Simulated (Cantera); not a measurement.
Feed: 1 mol Cu2O, 0.72 mol C, 0.78 mol N2, held at 2398.15 K.

These are equilibrium values from Cantera (NASA tables, ideal gas, pure condensed phases), not measurements of a reactor. Candidate condensed phases: C, Cu, CuO, Cu2O; 27 gas species. Kinetics and transport are ignored.

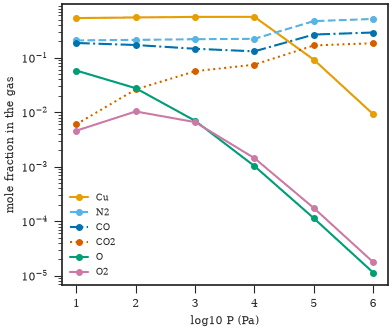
Figure. Equilibrium gas composition (values under 1e-9 drawn at 1e-9)

Problem. Read off the mole fractions at 0.100 bar.

Solution. Cu about 0.56, N2 about 0.22, CO about 0.13, CO2 about 0.075, O2 about 0.0014, O about 0.0010.
